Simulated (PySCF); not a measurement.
**NF3 (nitrogen trifluoride): CCSD(T)/STO-6G**

Aim: the vertical ionisation energy of NF3 (nitrogen trifluoride) at CCSD(T)/STO-6G, from 2 runs. The job is set up through a Python script.

The results are computed with PySCF 2.14.0.

6 further runs of the same task are left out: 6 set aside as unsound or not needed.

### 1 The system as given

NF3: 4 atoms, total charge 0, spin state singlet. As SMILES, `FN(F)F`. The coordinates come from a GFN2-xTB relaxation.

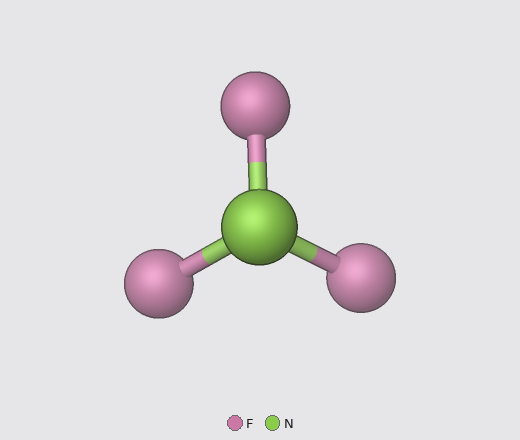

The structure, seen from a chosen angle (fluorine pink, nitrogen green).

### 2 The energy at CCSD(T)/STO-6G

Input file job.py:

```python
# FN(F)F
from pyscf import gto, cc

system = gto.M(
    atom='''
F    0.623050  -0.000560   1.070480
N    0.341300  -0.071640  -0.257040
F   -0.635810  -1.014280  -0.318110
F   -0.328540   1.086490  -0.495330
''',
    charge=0,
    spin=0,
    max_memory=1860,
    verbose=4,
    basis='sto-6g',
)

myscf = system.RHF()
myscf.conv_tol = 1e-10
myscf.kernel()
if not myscf.converged:
    myscf = myscf.newton().run(myscf.mo_coeff, myscf.mo_occ)

mycc = cc.CCSD(myscf, frozen=4)
mycc.kernel()
e_t = mycc.ccsd_t()
energy = mycc.e_tot + e_t
print('E(%s) = %.9f' % ('CCSD(T)', energy))
```

The run is started by

```bash
$ OMP_NUM_THREADS=1 python job.py
```

The program printed:

```text
PySCF version 2.14.0

[INPUT] num. atoms = 4
[INPUT] num. electrons = 34
[INPUT] charge = 0
[INPUT] spin (= nelec alpha-beta = 2S) = 0
[INPUT] symmetry False subgroup None
[INPUT] Mole.unit = angstrom
[INPUT] Symbol           X                Y                Z      unit          X                Y                Z       unit  Magmom
[INPUT]  1 F      0.623050000000  -0.000560000000   1.070480000000 AA    1.177393861910  -0.001058246630   2.022914021824 Bohr   0.0
[INPUT]  2 N      0.341300000000  -0.071640000000  -0.257040000000 AA    0.644963526314  -0.135379979564  -0.485735203058 Bohr   0.0
[INPUT]  3 F     -0.635810000000  -1.014280000000  -0.318110000000 AA   -1.201506767260  -1.916711413624  -0.601140777485 Bohr   0.0
[INPUT]  4 F     -0.328540000000   1.086490000000  -0.495330000000 AA   -0.620850620965   2.053168537079  -0.936038041281 Bohr   0.0

nuclear repulsion = 133.948493355367
number of shells = 12
number of NR pGTOs = 120
number of NR cGTOs = 20
basis = sto-6g
ecp = {}

******** <class 'pyscf.scf.hf.RHF'> ********
method = RHF
initial guess = minao
damping factor = 0
level_shift factor = 0
DIIS = <class 'pyscf.scf.diis.CDIIS'>
diis_start_cycle = 1
diis_space = 8
diis_damp = 0
SCF conv_tol = 1e-10
SCF conv_tol_grad = None
SCF max_cycles = 50
direct_scf = True
direct_scf_tol = 1e-13
Set gradient conv threshold to 1e-05
Initial guess from minao.
init E= -351.268225880068
  HOMO = -0.31467968359394  LUMO = 0.251317679824245  gap/eV = 15.40157
cycle= 1 E= -350.80720038559  delta_E= 0.461  |g|= 0.771  |ddm|= 2.76
  HOMO = -0.420370037344585  LUMO = 0.297601883359328  gap/eV = 19.53701
cycle= 2 E= -351.017538388782  delta_E= -0.21  |g|= 0.29  |ddm|= 1.33
  HOMO = -0.394133517701579  LUMO = 0.4373349146564  gap/eV = 22.62541
cycle= 3 E= -351.044911121436  delta_E= -0.0274  |g|= 0.0541  |ddm|= 0.324
  HOMO = -0.400030611766211  LUMO = 0.460815360258846  gap/eV = 23.42481
cycle= 4 E= -351.047690227999  delta_E= -0.00278  |g|= 0.00509  |ddm|= 0.213
  HOMO = -0.39767251974715  LUMO = 0.457884105480547  gap/eV = 23.28088
cycle= 5 E= -351.047708699768  delta_E= -1.85e-05  |g|= 0.002  |ddm|= 0.0121
  HOMO = -0.397949566967557  LUMO = 0.458094905674655  gap/eV = 23.29416
cycle= 6 E= -351.047712737881  delta_E= -4.04e-06  |g|= 0.000394  |ddm|= 0.00796
  HOMO = -0.397847202211209  LUMO = 0.458064933005721  gap/eV = 23.29056
cycle= 7 E= -351.047712891994  delta_E= -1.54e-07  |g|= 8.58e-05  |ddm|= 0.00145
  HOMO = -0.397852448003225  LUMO = 0.458095910092065  gap/eV = 23.29154
cycle= 8 E= -351.047712898238  delta_E= -6.24e-09  |g|= 1.06e-05  |ddm|= 0.00027
  HOMO = -0.397846931246667  LUMO = 0.458090949462251  gap/eV = 23.29126
cycle= 9 E= -351.047712898317  delta_E= -7.91e-11  |g|= 1.03e-06  |ddm|= 2.93e-05
  HOMO = -0.397847133965038  LUMO = 0.458091058195501  gap/eV = 23.29126
Extra cycle  E= -351.047712898317  delta_E= -3.41e-13  |g|= 3.36e-07  |ddm|= 1.92e-06
converged SCF energy = -351.047712898317

******** <class 'pyscf.cc.ccsd.CCSD'> ********
CC2 = 0
CCSD nocc = 13, nmo = 16
frozen orbitals 4
max_cycle = 50
direct = 0
conv_tol = 1e-07
conv_tol_normt = 1e-05
diis_space = 6
diis_start_cycle = 0
diis_start_energy_diff = 1e+09
Init t2, MP2 energy = -351.152522711484  E_corr(MP2) -0.104809813166217
Init E_corr(CCSD) = -0.104809813166274
cycle = 1  E_corr(CCSD) = -0.126555226948402  dE = -0.0217454138  norm(t1,t2) = 0.0529031
cycle = 2  E_corr(CCSD) = -0.135215085810589  dE = -0.00865985886  norm(t1,t2) = 0.0215366
cycle = 3  E_corr(CCSD) = -0.139754832995538  dE = -0.00453974718  norm(t1,t2) = 0.0108254
cycle = 4  E_corr(CCSD) = -0.140827511086263  dE = -0.00107267809  norm(t1,t2) = 0.00364287
cycle = 5  E_corr(CCSD) = -0.140676580259609  dE = 0.000150930827  norm(t1,t2) = 0.0015533
cycle = 6  E_corr(CCSD) = -0.140695065184674  dE = -1.84849251e-05  norm(t1,t2) = 0.000275391
cycle = 7  E_corr(CCSD) = -0.140692173913318  dE = 2.89127136e-06  norm(t1,t2) = 0.000115751
cycle = 8  E_corr(CCSD) = -0.140689446699868  dE = 2.72721345e-06  norm(t1,t2) = 3.92932e-05
cycle = 9  E_corr(CCSD) = -0.140688467753159  dE = 9.78946709e-07  norm(t1,t2) = 1.46606e-05
cycle = 10  E_corr(CCSD) = -0.140688632315644  dE = -1.64562485e-07  norm(t1,t2) = 4.445e-06
cycle = 11  E_corr(CCSD) = -0.140688517851244  dE = 1.144644e-07  norm(t1,t2) = 1.86813e-06
cycle = 12  E_corr(CCSD) = -0.140688449962609  dE = 6.78886354e-08  norm(t1,t2) = 6.38736e-07
CCSD converged
E(CCSD) = -351.18840134828  E_corr = -0.1406884499626086
CCSD(T) correction = -0.00348731929536668
E(CCSD(T)) = -351.191888668
```

Run time: 1.6 s. Hardware: 1 thread of Intel Xeon Platinum 8375C at 2.90GHz (Ice Lake), shared host; peak memory 0.12 GiB.

### 3 The doublet cation at the same level

Input file job.py:

```python
from pyscf import gto, cc

molecule = gto.M(
    atom='''
F      1.177394    -0.001058     2.022914
N      0.644964    -0.135380    -0.485735
F     -1.201507    -1.916711    -0.601141
F     -0.620851     2.053169    -0.936038
''',
    charge=1,
    spin=1,
    verbose=4,
    basis='sto-6g',
    max_memory=1860,
    unit='bohr',
)

hf = molecule.UHF()
hf.conv_tol = 1e-10
hf.kernel()
if not hf.converged:
    hf = hf.newton().run(hf.mo_coeff, hf.mo_occ)

mycc = cc.CCSD(hf, frozen=4)
mycc.kernel()
e_t = mycc.ccsd_t()
etot = mycc.e_tot + e_t
print(f'total energy: {etot:.8f} hartree')
```

The run is started by

```bash
$ OMP_NUM_THREADS=1 python job.py
```

The program printed:

```text
PySCF version 2.14.0

[INPUT] num. atoms = 4
[INPUT] num. electrons = 33
[INPUT] charge = 1
[INPUT] spin (= nelec alpha-beta = 2S) = 1
[INPUT] symmetry False subgroup None
[INPUT] Mole.unit = bohr
[INPUT] Symbol           X                Y                Z      unit          X                Y                Z       unit  Magmom
[INPUT]  1 F      0.623050073074  -0.000559869489   1.070479988451 AA    1.177394000000  -0.001058000000   2.022914000000 Bohr   0.0
[INPUT]  2 N      0.341300250664  -0.071640010814  -0.257039892546 AA    0.644964000000  -0.135380000000  -0.485735000000 Bohr   0.0
[INPUT]  3 F     -0.635810123161  -1.014279781120  -0.318110117750 AA   -1.201507000000  -1.916711000000  -0.601141000000 Bohr   0.0
[INPUT]  4 F     -0.328540200577   1.086490244967  -0.495329978155 AA   -0.620851000000   2.053169000000  -0.936038000000 Bohr   0.0

nuclear repulsion = 133.948482752969
number of shells = 12
number of NR pGTOs = 120
number of NR cGTOs = 20
basis = sto-6g
ecp = {}

******** <class 'pyscf.scf.uhf.UHF'> ********
method = UHF
initial guess = minao
damping factor = 0
level_shift factor = 0
DIIS = <class 'pyscf.scf.diis.CDIIS'>
diis_start_cycle = 1
diis_space = 8
diis_damp = 0
SCF conv_tol = 1e-10
SCF conv_tol_grad = None
SCF max_cycles = 50
direct_scf = True
direct_scf_tol = 1e-13
number electrons alpha = 17  beta = 16
Set gradient conv threshold to 1e-05
init E= -351.268224875606
[... the frontier-level lines of each cycle are left out ...]

cycle= 1 E= -350.272916936775  delta_E= 0.995  |g|= 0.737  |ddm|= 1.98
cycle= 2 E= -350.55709289475  delta_E= -0.284  |g|= 0.437  |ddm|= 1.35
cycle= 3 E= -350.673092718369  delta_E= -0.116  |g|= 0.0564  |ddm|= 0.455
cycle= 4 E= -350.680348557954  delta_E= -0.00726  |g|= 0.0193  |ddm|= 0.191
cycle= 5 E= -350.681274226124  delta_E= -0.000926  |g|= 0.00878  |ddm|= 0.0584
cycle= 6 E= -350.68150534962  delta_E= -0.000231  |g|= 0.00326  |ddm|= 0.0354
cycle= 7 E= -350.681544161316  delta_E= -3.88e-05  |g|= 0.00197  |ddm|= 0.0138
cycle= 8 E= -350.68156422566  delta_E= -2.01e-05  |g|= 0.000968  |ddm|= 0.014
cycle= 9 E= -350.681568949266  delta_E= -4.72e-06  |g|= 0.00035  |ddm|= 0.0088
cycle= 10 E= -350.68156927886  delta_E= -3.3e-07  |g|= 0.000124  |ddm|= 0.00157
cycle= 11 E= -350.681569321503  delta_E= -4.26e-08  |g|= 7.13e-05  |ddm|= 0.000591
cycle= 12 E= -350.68156933604  delta_E= -1.45e-08  |g|= 3.34e-05  |ddm|= 0.000285
cycle= 13 E= -350.681569339338  delta_E= -3.3e-09  |g|= 1.53e-05  |ddm|= 0.000155
cycle= 14 E= -350.681569339985  delta_E= -6.47e-10  |g|= 2.39e-06  |ddm|= 8.15e-05
cycle= 15 E= -350.681569339999  delta_E= -1.36e-11  |g|= 2.09e-07  |ddm|= 9.79e-06
Extra cycle  E= -350.681569339998  delta_E= 2.84e-13  |g|= 1.03e-07  |ddm|= 3.63e-07
converged SCF energy = -350.681569339998  <S^2> = 0.79289822  2S+1 = 2.0424478

******** <class 'pyscf.cc.uccsd.UCCSD'> ********
CC2 = 0
CCSD nocc = (np.int64(13), np.int64(12)), nmo = (16, 16)
frozen orbitals 4
max_cycle = 50
direct = 0
conv_tol = 1e-07
conv_tol_normt = 1e-06
diis_space = 6
diis_start_cycle = 0
diis_start_energy_diff = 1e+09
Init t2, MP2 energy = -0.13809711495045
Init E_corr(UCCSD) = -0.138097114950463
cycle = 1  E_corr(UCCSD) = -0.160872460557408  dE = -0.0227753456  norm(t1,t2) = 0.103301
cycle = 2  E_corr(UCCSD) = -0.173067860847741  dE = -0.0121954003  norm(t1,t2) = 0.0493991
cycle = 3  E_corr(UCCSD) = -0.181029638750238  dE = -0.0079617779  norm(t1,t2) = 0.0324954
cycle = 4  E_corr(UCCSD) = -0.184207240644431  dE = -0.00317760189  norm(t1,t2) = 0.0132802
cycle = 5  E_corr(UCCSD) = -0.18381828992215  dE = 0.000388950722  norm(t1,t2) = 0.00645685
cycle = 6  E_corr(UCCSD) = -0.184158309209689  dE = -0.000340019288  norm(t1,t2) = 0.00211789
cycle = 7  E_corr(UCCSD) = -0.184132497928121  dE = 2.58112816e-05  norm(t1,t2) = 0.000814144
cycle = 8  E_corr(UCCSD) = -0.184114144608135  dE = 1.835332e-05  norm(t1,t2) = 0.000362408
cycle = 9  E_corr(UCCSD) = -0.184104459609563  dE = 9.68499857e-06  norm(t1,t2) = 0.000169699
cycle = 10  E_corr(UCCSD) = -0.184109639606521  dE = -5.17999696e-06  norm(t1,t2) = 6.91079e-05
cycle = 11  E_corr(UCCSD) = -0.18411105945406  dE = -1.41984754e-06  norm(t1,t2) = 2.64776e-05
cycle = 12  E_corr(UCCSD) = -0.184111028813566  dE = 3.06404941e-08  norm(t1,t2) = 1.08098e-05
cycle = 13  E_corr(UCCSD) = -0.184110482064016  dE = 5.4674955e-07  norm(t1,t2) = 5.64676e-06
cycle = 14  E_corr(UCCSD) = -0.184110138140092  dE = 3.43923924e-07  norm(t1,t2) = 3.24435e-06
cycle = 15  E_corr(UCCSD) = -0.184110046106442  dE = 9.20336501e-08  norm(t1,t2) = 1.78157e-06
cycle = 16  E_corr(UCCSD) = -0.184110017894944  dE = 2.82114982e-08  norm(t1,t2) = 7.42946e-07
UCCSD converged
E(UCCSD) = -350.8656793578933  E_corr = -0.1841100178949438
UCCSD(T) correction = -0.00777811729660864
total energy: -350.87345748 hartree
```

Run time: 1.2 s. Hardware: 1 thread of Intel Xeon Platinum 8375C at 2.90GHz (Ice Lake), shared host; peak memory 0.12 GiB.

### 4 Outcome

Level: CCSD(T)/STO-6G, 4 core orbitals frozen.

| quantity | value |
| --- | --- |
| singlet NF3: total energy | -351.19189 Eh |
| singlet NF3: dipole moment (Hartree–Fock density) | 0.40 D |
| singlet NF3: HOMO energy (Hartree–Fock orbitals) | -10.83 eV |
| singlet NF3: LUMO energy (Hartree–Fock orbitals) | 12.47 eV |
| singlet NF3: HOMO–LUMO gap (Hartree–Fock orbitals) | 23.29 eV |
| singlet NF3: correlation energy (4 core orbitals frozen) | -144.2 mEh |
| singlet NF3: (T) correction | -3.49 mEh |
| singlet NF3: T1 diagnostic | 0.011 |
| doublet cation: total energy | -350.87346 Eh |
| doublet cation: HOMO energy (Hartree–Fock orbitals) (highest over α and β) | -24.09 eV |
| doublet cation: LUMO energy (Hartree–Fock orbitals) (lowest over α and β) | -8.87 eV |
| doublet cation: correlation energy (4 core orbitals frozen) | -191.9 mEh |
| doublet cation: (T) correction | -7.78 mEh |
| doublet cation: ⟨S²⟩ of the reference determinant | 0.793 |
| doublet cation: T1 diagnostic | 0.029 |
| vertical ionisation energy (to the doublet cation) | 8.665 eV |

Removing an electron at fixed nuclei costs 8.66 eV (836 kJ/mol). In a minimal basis such a difference can be off by several eV, whatever the method. Mulliken charges (singlet NF3) of the mean-field density run from -0.06 on F1 to +0.18 on N2. The triples (singlet NF3) make up 2.4 % of the correlation energy. The triples (doublet cation) make up 4.1 % of the correlation energy.
